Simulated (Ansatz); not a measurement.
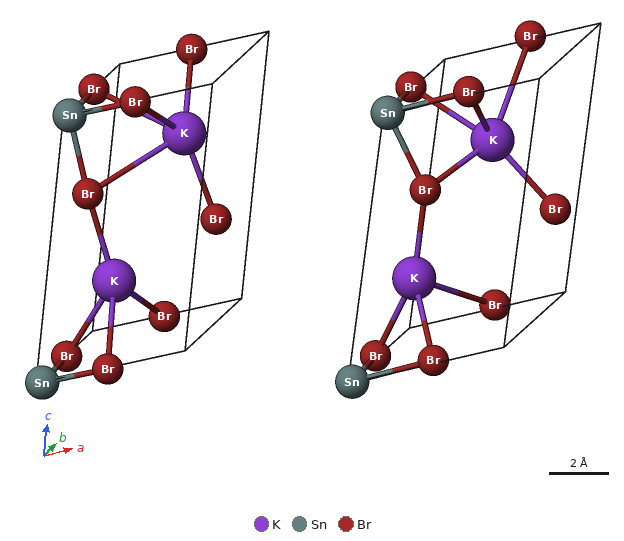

Two geometries of crystalline K₂SnBr₄ (built on the K2MgH4-139 type type), drawn at one scale. One is the start of a relaxation, the other its converged end. The picture is a ball-and-stick view of the cell of the calculation, reduced to other axes, seen slightly off an axis. Lengths and directions refer to the drawn axes.

These are results of DFT, PBEsol, plane waves, PAW in Ansatz 0.2.0, not measurements. (plane-wave cutoff 420 eV; k-point mesh 4 × 4 × 4; occupations fermi dirac; smearing width 0.05 eV; no spin polarisation; cell and atoms relaxed; force threshold 0.01 eV/Å; at most 120 steps)

Which geometry has the lower energy?

The right one is the relaxed one. Case: shaken. After 15 accepted moves (17 points after the start) the energy has fallen by 55.0 meV per atom. The largest force component goes from 1.5 to 0.0022 eV/Å. Pressure: 1.30 GPa at the start and 0.00 GPa at the end. The line search rejected the trial step at point 9 of the run. The SCF was repeated once at an unchanged geometry on a basis and grid sized afresh for the cell, which shifted the energy by 0.1 meV per atom at most. A K atom moves most relative to the cell: 0.74 Å along [−3 0 −1]. By element the largest moves are K 0.74 Å, Br 0.63 Å, Sn 0.11 Å. The drawn cell changes as follows: a 5.632 → 5.839 Å (+3.7 %), b 5.721 → 5.797 Å (+1.3 %), c 9.117 → 9.205 Å (+1.0 %), α 72.3° → 70.2°, β 72.2° → 70.2°, γ 89.2° → 85.7°; the volume changes by +3.7 %. Near-neighbour distances that change, for instance: Br–K 4.082 → 5.427 Å, Br–K 4.091 → 4.920 Å, Br–K 4.125 → 4.923 Å, Br–K 4.104 → 3.325 Å. Among the angles between lasting bonds that change: K–Br–Sn 176.9° → 145.8°, Br–K–Br 128.9° → 159.5°, K–Br–K 92.5° → 120.3°. The space group stays P1 (No. 1). The run took 100 s on 4 threads of Arm Neoverse V2, with other jobs on the host, peak memory 0.71 GiB.
